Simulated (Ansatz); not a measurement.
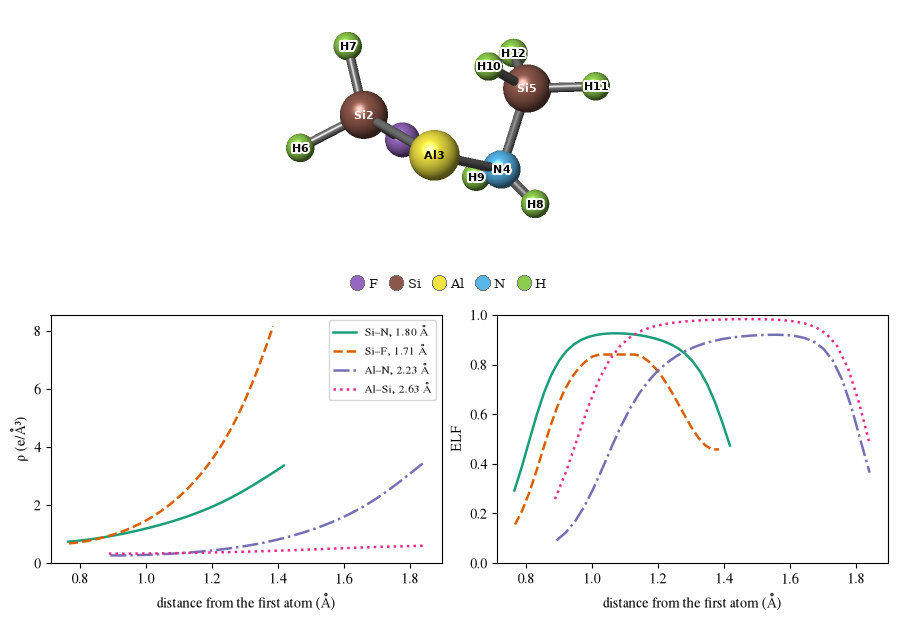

*AlFH7NSi2. Electron density and ELF along straight lines between neighbouring atoms. The curves leave out the atomic cores. The structure is drawn too.*

Level of theory: RKS PBE/def2-SVP in Ansatz.

Input file:

```
crystal:
  periodic: [false, false, false]
  atoms:
    - { symbol: F, position_ang: [-1.4697, 1.9351, 1.6717] }
    - { symbol: Si, position_ang: [0.1001, 1.553, 1.48] }
    - { symbol: Al, position_ang: [0.2356, -0.768, 1.0952] }
    - { symbol: "N", position_ang: [-0.5296, -1.5537, -0.3997] }
    - { symbol: Si, position_ang: [0.0382, -0.7837, -1.8886] }
    - { symbol: H, position_ang: [0.844, 1.9288, 2.6987] }
    - { symbol: H, position_ang: [0.7002, 2.2738, 0.3334] }
    - { symbol: H, position_ang: [-0.09591, -2.44305, -0.07944] }
    - { symbol: H, position_ang: [-1.6111, -1.2956, -0.2871] }
    - { symbol: H, position_ang: [1.4898, -0.996, -1.9419] }
    - { symbol: H, position_ang: [-0.6263, -1.358, -3.0319] }
    - { symbol: H, position_ang: [-0.2269, 0.6748, -1.8145] }
basis:
  gaussian: { orbitals: def2-SVP }
hamiltonian:
  xc: pbe
relax:
  f_tol: 0.02
  max_steps: 50
output:
  orbitals: {}
```

Run with:

```sh
ansatz run input.yaml --threads 2 --pin off --max-ram 3072MiB --backend cpu --events-out ev --progress --plain --runs-dir out
```

The fields are those of the run's last geometry, not of the input's.

Compare the contacts.

Answer. Si–N (1.80 Å): the density is about 0.95 e/Å³ at the midpoint; the ELF peaks at about 0.95 between the atoms; a polar covalent bond.
Si–F (1.71 Å): ρ at the midpoint is about 0.83 e/Å³; the ELF peaks at about 0.85 in the valence shell of F, 0.7 Å from its nucleus, and is about 0.45 at the midpoint.
Al–N (2.23 Å): the density is about 0.35 e/Å³ at the midpoint; the ELF peaks at about 0.90 in the valence shell of N, 0.7 Å from its nucleus, and is about 0.60 at the midpoint.
Al–Si (2.63 Å): the density is about 0.4 e/Å³ at the midpoint, with its minimum of 0.33 e/Å³ about 0.9 Å from Al; the ELF peaks at about 1 between the atoms: localised, covalent bonding.
